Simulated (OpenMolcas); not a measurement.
# One shape, several levels: SnHCl3O (SMILES [OH][Sn]([Cl])([Cl])[Cl])

We compute a comparison of 6 runs (HF/STO-3G, HF/3-21G, B2PLYP/def2-SVP, BLYP/def2-SVP, TPSS/def2-SVP, MP2/def2-SVP) of SnHCl3O. 

The calculation is run with OpenMolcas 26.06.

**1. The structure to begin with**

SnHCl3O has 6 atoms, charge 0, and is taken as a singlet. SMILES: `[OH][Sn]([Cl])([Cl])[Cl]`. The shape is that of a PBE0-D4/def2-TZVP optimisation.

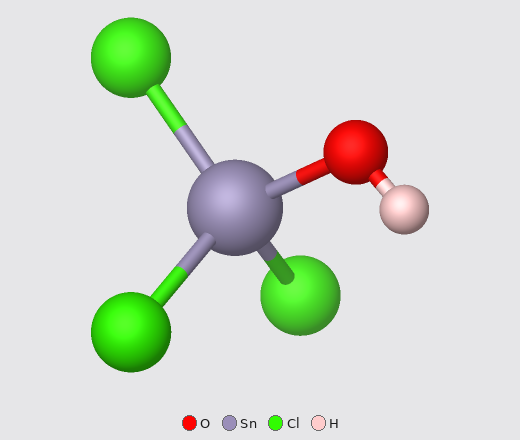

Viewed from a chosen angle; oxygen red, tin purple, chlorine green, hydrogen pink.

**2. Energy and forces at HF/STO-3G (run 1)**

Input file mol.input:

```
>>> EXPORT MOLCAS_PRINT=2

&GATEWAY
 BASLIB = $CurrDir
 COORD
 6
 angstrom
 O       -0.674300       0.477500       1.363600
 Sn       0.251900      -0.201000      -0.189900
 Cl       1.931200      -1.529700       0.595300
 Cl      -1.175400      -1.411300      -1.519500
 Cl       1.105000       1.525900      -1.439200
 H       -1.396100       1.074500       1.143600
 BASIS = STO-3G
 GROUP = NoSym

&SEWARD

&SCF
 THRESHOLDS = 1e-10 1e-07 1e-07 1e-05
 PRORBITALS = 0

&ALASKA
```

The basis set STO-3G is read from a file made from the Basis Set Exchange's data (not shown).

Launch:

```console
$ export MOLCAS_MEM=1860
$ pymolcas mol.input > mol.log
```

The log of the run:

```text
--- Start Module: gateway ---
[...]
--- Stop Module: gateway /rc=_RC_ALL_IS_WELL_ ---
[...]
      Basis functions           60
[...]
--- Start Module: scf ---
[...]
       Convergence after  11 Iterations
[...]
::    Total SCF energy                              -7401.6991697426
[...]
      Total spin, S                                     0.0000000000
[...]
      Total electronic charge=  110.000000
      Total            charge=   -0.000000
[...]
      Dipole Moment (debye):
      Origin of the operator (angstrom)=    0.3436   -0.2682   -0.3410
                   X= -1.6881E+00               Y=  1.3244E+00               Z=  1.0296E+00           Total=  2.3799E+00
      Quadrupole Moment (debye*angstrom):
[...]
--- Stop Module: scf /rc=_RC_ALL_IS_WELL_ ---
--- Start Module: alaska ---
[...]
 *              Molecular gradients               *
 **************************************************
  Irreducible representation: a
 ------------------------------------------------------------------------------------------
                              X                       Y                       Z
 ------------------------------------------------------------------------------------------
  O1               -3.08145602932086E-02    2.49203472167583E-02    2.52546469333481E-03
  SN2               1.45486150772154E-02   -1.10252845008407E-02   -1.39228911083791E-02
  CL3              -3.42717755124511E-03    2.66281095088061E-03   -4.94274259228433E-04
  CL4              -5.15131247986744E-04    5.58096492881077E-04    6.15775467984747E-04
  CL5              -7.14884851685582E-04    3.68408936083142E-04    6.19057683671542E-04
  H6                2.09231388667028E-02   -1.74843790954959E-02    1.06568675226637E-02
 ------------------------------------------------------------------------------------------
--- Stop Module: alaska /rc=_RC_ALL_IS_WELL_ ---
[...]
```

Run time: 3.9 s. Hardware: 1 thread of Intel Xeon 6975P-C (Granite Rapids), shared host; peak memory 0.39 GiB.

**3. Energy and gradient at HF/3-21G (run 2)**

Input file mol.input:

```
&GATEWAY
  BASLIB=$CurrDir
  BASISSET
  O.3-21G....
  O1 -0.674300 0.477500 1.363600 angstrom
  End of Basis
  BASISSET
  Sn.3-21G....
  Sn2 0.251900 -0.201000 -0.189900 angstrom
  End of Basis
  BASISSET
  Cl.3-21G....
  Cl3 1.931200 -1.529700 0.595300 angstrom
  Cl4 -1.175400 -1.411300 -1.519500 angstrom
  Cl5 1.105000 1.525900 -1.439200 angstrom
  End of Basis
  BASISSET
  H.3-21G....
  H6 -1.396100 1.074500 1.143600 angstrom
  End of Basis

&SEWARD

&SCF
  THRESHOLDS=1e-10 1e-07 1e-07 1e-05
  PRORBITALS=1 2

&ALASKA
```

The basis set 3-21G is read from a file made from the Basis Set Exchange's data (not shown).

Launch:

```console
$ export MOLCAS_MEM=1860
$ pymolcas mol.input > mol.log
```

The log of the run:

```text
--- Start Module: gateway ---
[...]
--- Stop Module: gateway /rc=_RC_ALL_IS_WELL_ ---
[...]
      Basis functions           81
[...]
--- Start Module: scf ---
[...]
       Convergence after  12 Iterations
[...]
::    Total SCF energy                              -7443.3761025946
[...]
      Total spin, S                                     0.0000000000
[...]
      Total electronic charge=  110.000000
      Total            charge=   -0.000000
[...]
      Dipole Moment (debye):
      Origin of the operator (angstrom)=    0.3436   -0.2682   -0.3410
                   X= -1.9164E+00               Y=  1.5404E+00               Z=  3.5789E-01           Total=  2.4846E+00
      Quadrupole Moment (debye*angstrom):
[...]
--- Stop Module: scf /rc=_RC_ALL_IS_WELL_ ---
[...]
--- Start Module: alaska ---
[...]
 *              Molecular gradients               *
 **************************************************
  Irreducible representation: a
 ------------------------------------------------------------------------------------------
                              X                       Y                       Z
 ------------------------------------------------------------------------------------------
  O1               -6.33596705980111E-03    4.18079096296253E-03    1.94049263325482E-02
  SN2               1.32671368415576E-02   -9.07703156173945E-03   -3.22817279867937E-02
  CL3              -2.41006352927684E-02    1.89624199064866E-02   -9.70943134698388E-03
  CL4               1.86140057337099E-02    1.57863370349069E-02    1.75118500110898E-02
  CL5              -1.11667398865727E-02   -2.25199293503948E-02    1.64064990780304E-02
  H6                9.72219966370158E-03   -7.33258699212769E-03   -1.13321160879288E-02
 ------------------------------------------------------------------------------------------
--- Stop Module: alaska /rc=_RC_ALL_IS_WELL_ ---
[...]
```

Wall time 5.7 s (1 thread of Intel Xeon 6975P-C (Granite Rapids), shared host); peak memory 0.45 GiB.

Runs 3 to 5 aren't shown in full; the table further down has their settings and results.

**4. A single-point energy at MP2/def2-SVP (core potential) (run 6)**

Input file test.inp:

```
&GATEWAY
BasLib = $CurrDir
BasisSet
O.def2-SVP....
O1 -0.674300 0.477500 1.363600 angstrom
End of Basis
BasisSet
Sn.def2-SVP....
Sn2 0.251900 -0.201000 -0.189900 angstrom
End of Basis
BasisSet
Cl.def2-SVP....
Cl3 1.931200 -1.529700 0.595300 angstrom
Cl4 -1.175400 -1.411300 -1.519500 angstrom
Cl5 1.105000 1.525900 -1.439200 angstrom
End of Basis
BasisSet
H.def2-SVP....
H6 -1.396100 1.074500 1.143600 angstrom
End of Basis
&SEWARD
&SCF
Thresholds = 1e-10 1e-07 1e-07 1e-05
PrOrbitals = 1 1
&MBPT2
Frozen = 20
```

The basis set def2-SVP is read from a file made from the Basis Set Exchange's data (not shown).

Launch:

```console
$ export MOLCAS_MEM=1860
$ pymolcas test.inp > test.log
```

The log of the run:

```text
--- Start Module: gateway ---
[...]
--- Stop Module: gateway /rc=_RC_ALL_IS_WELL_ ---
[...]
      Basis functions           99
[...]
--- Start Module: scf ---
[...]
       Convergence after  13 Iterations
[...]
::    Total SCF energy                              -1666.9435685276
[...]
      Total spin, S                                     0.0000000000
[...]
      Total electronic charge=   82.000000
      Total            charge=   -0.000000
[...]
      Dipole Moment (debye):
      Origin of the operator (angstrom)=    0.3436   -0.2682   -0.3410
                   X= -1.2221E+00               Y=  1.0076E+00               Z= -2.6510E-01           Total=  1.6060E+00
      Quadrupole Moment (debye*angstrom):
[...]
--- Stop Module: scf /rc=_RC_ALL_IS_WELL_ ---
[...]
--- Start Module: mbpt2 ---
[...]
WARNING!
Default frozen orbitals as non valence orbitals is overwritten by user input.
Default values:  16
[...]
       Reference weight ( Cref**2 )         =        0.80964
::    Total MBPT2 energy                            -1667.6292072086
[...]
      Total MBPT2 calculations                           0.41      0.46
--- Stop Module: mbpt2 /rc=_RC_ALL_IS_WELL_ ---
[...]
```

It took 7.8 s on 1 thread of Intel Xeon 6975P-C (Granite Rapids), shared host; peak memory 0.55 GiB.

**5. Overview of the runs**

```tsv
run	level	task	frozen core orbitals	energy (Eh)	dipole moment (D) of the reference	HOMO energy (eV)	LUMO energy (eV)	wall time
1	HF/STO-3G	gradient	–	-7401.699170	2.38	-10.66	5.17	3.9 s
2	HF/3-21G	gradient	–	-7443.376103	2.48	-13.45	0.49	5.7 s
3	B2PLYP/def2-SVP (core potential)	energy	20	-1669.589193	1.54	-10.67	-1.23	16 s
4	BLYP/def2-SVP (core potential)	gradient	–	-1670.280302	1.48	-7.48	-3.33	23 s
5	TPSS/def2-SVP (core potential)	gradient	–	-1670.352413	1.57	-7.90	-3.46	31 s
6	MP2/def2-SVP (core potential)	energy	20	-1667.629207	1.61	-12.95	1.26	7.8 s
```

**6. Summary of results**

```
                                           quantity           value
                                run 6: total energy  -1667.62921 Eh
          run 6: dipole moment (mean-field density)          1.61 D
         run 6: HOMO energy (Hartree–Fock orbitals)       -12.95 eV
         run 6: LUMO energy (Hartree–Fock orbitals)         1.26 eV
       run 6: HOMO–LUMO gap (Hartree–Fock orbitals)        14.21 eV
run 6: correlation energy (20 core orbitals frozen)      -685.6 mEh
```

**Reading.** Over runs 1, 2, 3, 4, 5 the dipole moment (its size) runs from 1.48 D (BLYP/def2-SVP) to 2.48 D (HF/3-21G). The two ends differ in method and basis and core potential. Over runs 1, 2, 3, 4, 5 the HOMO–LUMO gap runs from 4.14 eV (BLYP/def2-SVP) to 15.83 eV (HF/STO-3G). For B2PLYP the log adds the whole second-order term; the table takes 0.27 of it, as the functional is defined. Totals of different functionals can't be ranked against each other. Some runs of one species differ in core potentials or relativity; totals across that change don't compare. In run 1 the basis is minimal, so the values are rough. In runs 1, 2 relativity is left out where basis or elements ask for it. All runs together took 87 s, the longest 31 s.
